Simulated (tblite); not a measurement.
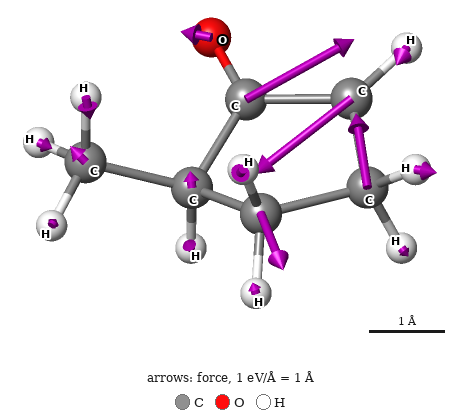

Starting geometry of C6H9O (multiplicity 2) with the computed forces as purple arrows. A ball-and-stick model, seen from a free direction.

All numbers below come from tblite, GFN2-xTB geometry optimisation, gas phase. 

What follows when this structure is relaxed?

Answer. It isn't relaxed: the largest force vector, on a C atom, is 1.69 eV/Å. The final displacements have little in common with the starting forces (cosine between the two patterns 0.23). The energy falls by 12.9 kJ/mol in 50 geometry steps. The largest move after the best rigid fit is that of an H atom, 0.18 Å. By element the largest moves are H 0.18 Å, O 0.10 Å, C 0.08 Å. Among the contacts that change: C–C 1.467 → 1.422 Å, C–C 1.502 → 1.471 Å, C–C 1.514 → 1.533 Å, C–H 1.083 → 1.094 Å. Bond angles that change, for instance: C–C–H 128.6° → 124.0°, C–C–O 122.8° → 127.3°, C–C–C 107.6° → 112.0°. Cost: 0.25 s on 1 thread of Arm Neoverse V1, with other jobs on the host.
